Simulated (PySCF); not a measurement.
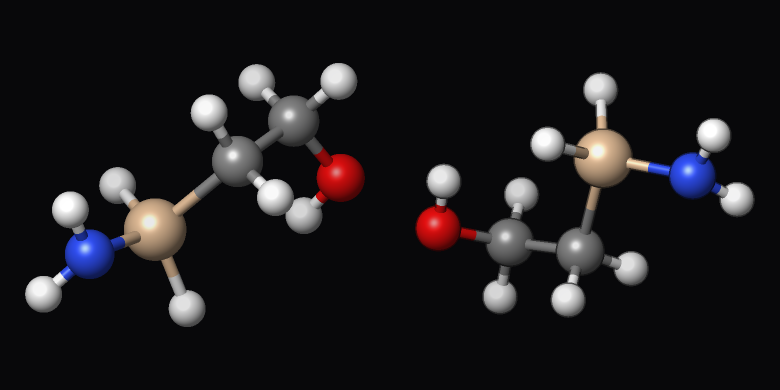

The same structure drawn twice, from different directions. Colours: nitrogen blue, silicon light orange, carbon grey, oxygen red, hydrogen white.

The geometry was computed by an optimisation with GFN2-xTB. No frequency run is at hand to confirm it as a minimum.

**Give the formula.**

C2H9NOSi, 14 atoms: 2 carbon, 9 hydrogen, 1 nitrogen, 1 oxygen and 1 silicon.

**What is its SMILES?**

N[SiH2]CCO

**Give the symmetry (Schoenflies symbol).**

C1.

**Name some functional groups or characteristic bonds that it holds.**

Among them: alcohol, Si–H bond, Si–N bond.

**Describe its rings.**

It has no ring.

The parts below concern this one geometry. Atoms keep their numbers from picture to picture.

## Polarisability

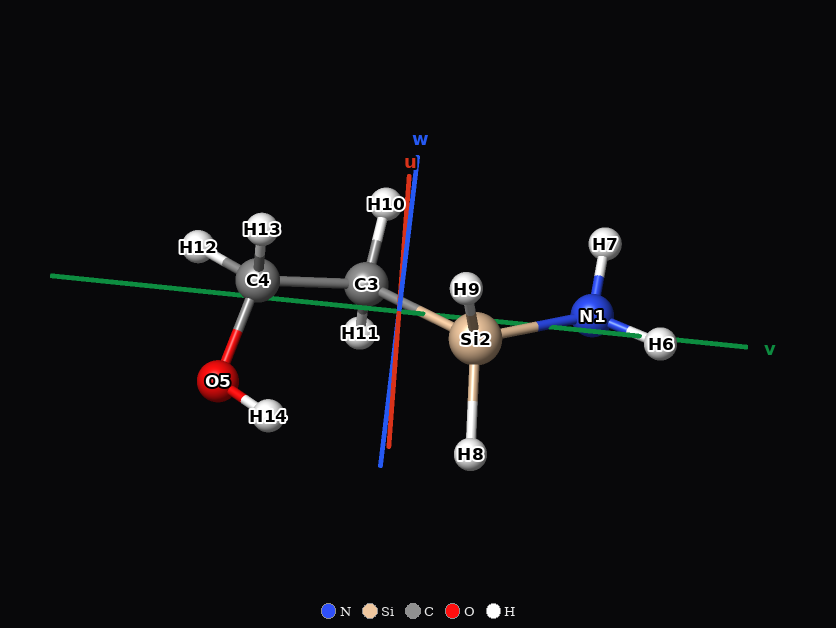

The lines u, v and w are the principal axes of the static dipole polarisability. No frequency run is at hand to confirm it as a minimum. Level of theory: ωB97X-D/def2-SVPD (PySCF 2.14.0).

**Along which axis is the molecule most polarisable, and along which least?**

Most along v (close to the long direction N1···O5), least along w.

**Give the three principal values.**

u 62.9, v 72.5, w 58.2 bohr³; mean 64.5, anisotropy 12.6 bohr³.

## Core levels

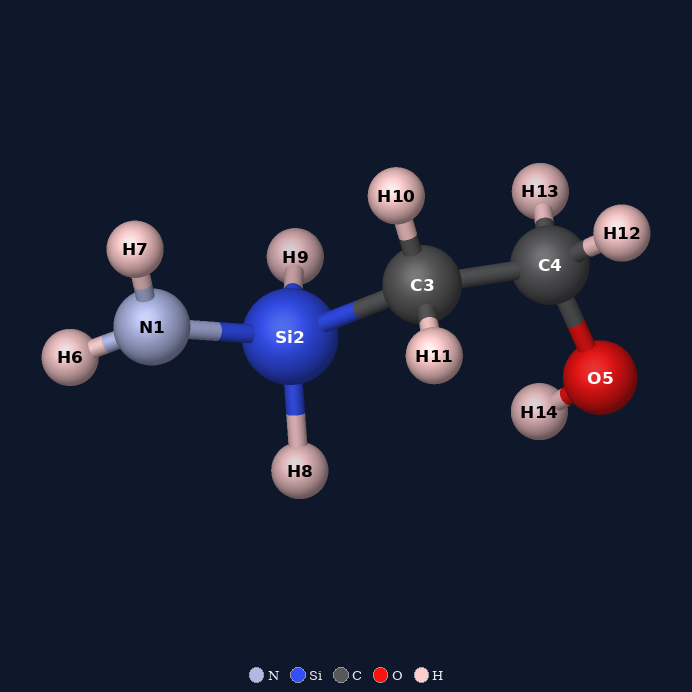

No frequency run is at hand to confirm it as a minimum. Level of theory: delta-SCF UKS SCAN, pcX-2 on the ionised atom, pcseg-1 elsewhere, spin-free X2C (PySCF 2.14.0).

Give the core-electron binding energies (to vacuum; p and d levels without spin–orbit splitting) of N1 1s, Si2 1s, Si2 2p, C3 1s, C4 1s, O5 1s.

```csv
atom,level,binding energy (eV)
N1,1s,404.7
Si2,1s,1846.6
Si2,2p,107.0
C3,1s,290.1
C4,1s,292.1
O5,1s,538.6
```

## Excitation

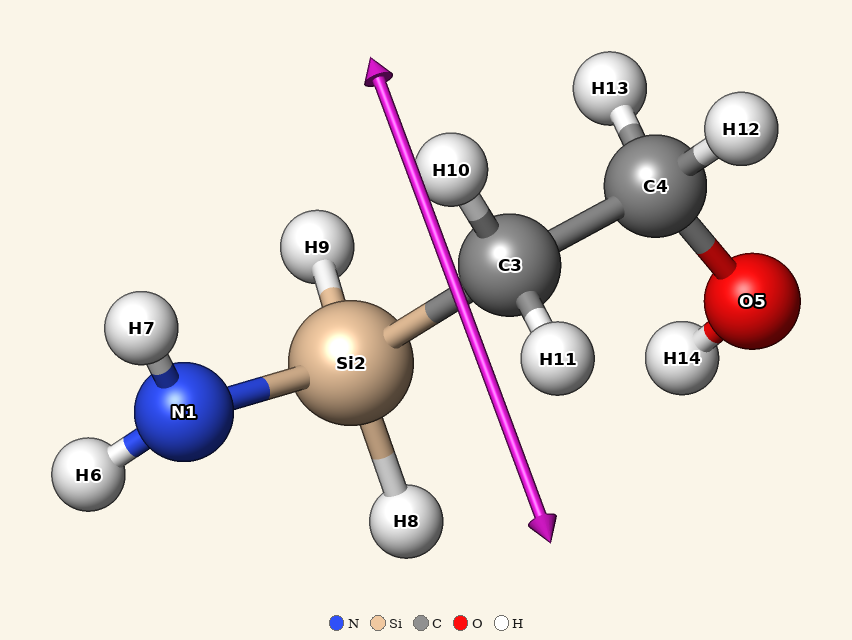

The double arrow shows the direction of the transition dipole to excited singlet state 6 (its length means nothing). No frequency run is at hand to confirm it as a minimum. Properties computed with TDDFT ωB97X-D/def2-SVPD, vertical, gas phase, core orbitals frozen in the response (PySCF 2.14.0).

**Where does the transition lie, and how strong is it?**

8.21 eV (151 nm), oscillator strength 0.043, mainly HOMO → LUMO+3 (weight 0.50); transition dipole 1.17 D.

The geometry is semi-empirical. Around Si such bond lengths and angles can be off by a tenth of an ångström or more and by several degrees, and values that hang on the shape move with them.
